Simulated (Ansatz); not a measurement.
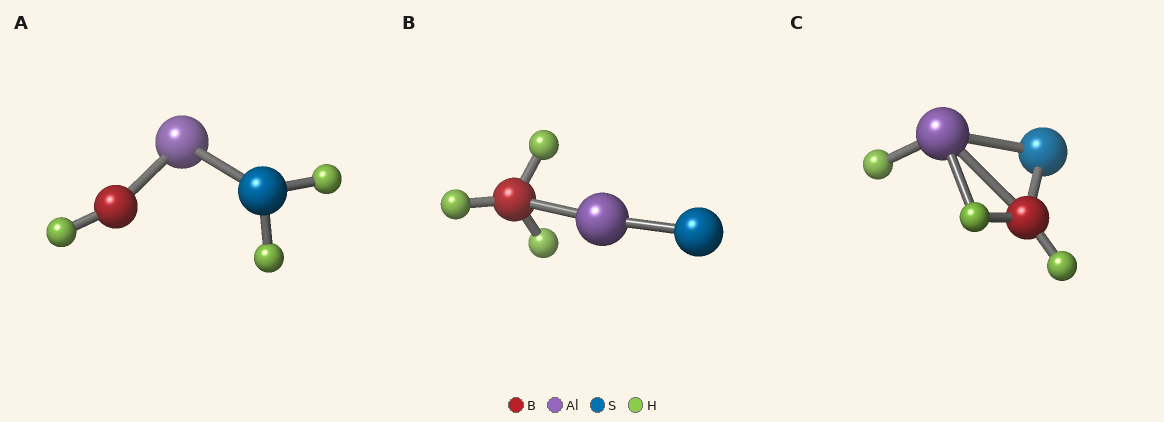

3 stationary structures of one formula. The species is neutral and a spin doublet. Geometries: PBE-D4/def2-SVP. Electronic energies: PBE-D4/def2-SVP (Ansatz 0.2.0), without zero-point energy. No frequency run is at hand to confirm each as a minimum.

### Rank them by energy, lowest first.

C is lowest (C1); B lies 0.777 eV above it, A lies 3.652 eV above it (C1).
